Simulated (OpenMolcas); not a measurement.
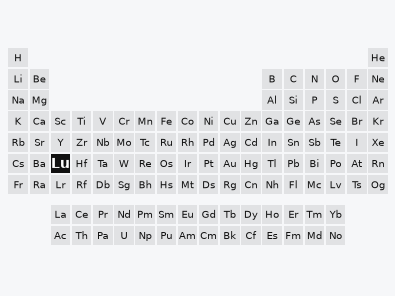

Fig. 1: The place of lutetium in the periodic table.

# Lu²⁺: multiconfigurational calculation

Lu²⁺. Level asked for: state-averaged CASSCF, active space 1 electron in the shell 5d, basis ANO-RCC-VDZP, X2C scalar Hamiltonian, spin-orbit coupling by RASSI with atomic mean-field integrals (OpenMolcas).

### Input file
```
&GATEWAY
Coord
1

Lu 0.0 0.0 0.0
Basis=ANO-RCC-VDZP
Group=XYZ
NoMove
AngMom=0.0 0.0 0.0
AMFI
RX2C
&SEWARD
&RASSCF
FileOrb=start.orb
Symmetry=1
Spin=2
nActEl=1 0 0
Iactive=15 19
Ras2=5 0
CIRoot=5 5 1
SDav=5
CIMx=300
Iter=77 100
PrWF=0.3
OrbListing=Nothing
MaxOrb=0
Atom
>>> COPY $Project.JobIph JOB001
```

The file start.orb holds starting orbitals from an earlier step.

Hardware: 1 CPU thread, shared host.

Command:
```bash
OMP_NUM_THREADS=1 MOLCAS_MEM=2252 MOLCAS_PROJECT=a pymolcas a.inp > a.log  # once for each step of the input, in one work folder
```

### The program's output (extracts)
```
--- SEWARD ---
Basis set label: LU.ANO-RCC...7S6P4D2F1G.

      Electronic valence basis set:
      ------------------
      Associated Effective Charge  71.000000 au
      Associated Actual Charge     71.000000 au
      Nuclear Model: Point charge

      Shell  nPrim  nBasis  Cartesian Spherical Contaminant
         s      25       7        X
         p      22       6        X
         d      15       4                 X
         f      11       2                 X
         g       4       1                 X
RX2C
                  Relativistic X2C integrals
                  Atomic mean-field integrals
--- RASSCF ---
Wave function specifications:
      -----------------------------

      Number of closed shell electrons           0
      Number of electrons in active shells       1
      Max number of holes in RAS1 space          0
      Max nr of electrons in RAS3 space          0
      Number of inactive orbitals                0
      Number of active orbitals                  5
      Number of secondary orbitals              63
      Spin quantum number                      0.5
      State symmetry                             1
Orbital specifications:
      -----------------------

      Symmetry species                           1   2
                                                ag  au
      Frozen orbitals                            0   0
      Inactive orbitals                          0   0
      Active orbitals                            5   0
      RAS1 orbitals                              0   0
      RAS2 orbitals                              5   0
      RAS3 orbitals                              0   0
      Secondary orbitals                        31  32
      Deleted orbitals                           0   0
      Number of basis functions                 36  32
      Number of CSFs                             5
      Number of root(s) required                 5
      Iter CI   SX   CI       RASSCF       Energy    max ROT     max BLB   max BLB  Level Ln srch  Step   QN
          iter iter root      energy       change     param      element    value   shift minimum  type update
 Nr of preliminary CI iterations:   1
        1   1    5    0  -846.81726447    0.00E+00  -3.28E-02    3   9 1  4.54E+00*  0.00   0.00    SX    NO
        2   1    5    0  -847.75553097   -9.38E-01* -2.55E-02    4  10 1  3.63E+00*  0.00   0.00    SX    NO
        3   1    5    0  -848.28332105   -5.28E-01* -3.39E-02    1   9 1  4.71E+00*  0.00   0.00    SX    NO
        4   1    5    0  -848.33838975   -5.51E-02*  9.11E-02    1   9 1 -1.27E+01*  0.00   0.00    SX    NO
        5   1    5    0  -846.38834585    1.95E+00* -1.26E-01*   1   9 1  3.41E+01*  0.00   0.30    SX   YES

      ========================================================================================================================
 ###############################################################################
 ###############################################################################
 ###                                                                         ###
 ###                                                                         ###
        ...
      ========================================================================================================================

      !!! The program was forced to stop !!!

      ========================================================================================================================
      Natural orbitals and occupation numbers for root  1
      sym 1:   1.000000  -0.000000   0.000000   0.000000   0.000000
      Natural orbitals and occupation numbers for root  2
      sym 1:   0.000000   1.000000  -0.000000   0.000000   0.000000
      Natural orbitals and occupation numbers for root  3
      sym 1:   0.000000  -0.000000   1.000000   0.000000   0.000000
      Average orbitals are written to the RASORB file
 ###    ERROR: Something is wrong: Did CI fail?                              ###
 ###    WARNING: There were warnings during the execution                    ###
 ###    Please, check the output with care!                                  ###
--- Stop Module: rasscf at  /rc=-6 ---
.########################.
.# Non-zero return code #.
.########################.
```

### What the run reported

```tsv
quantity	value
outcome	ended with an error
wall time	0.97 s
```

### What went wrong

The input is odd on purpose: misspelt keyword. The run ended with an error; the driver noted: RASSCF spin 2: -6.
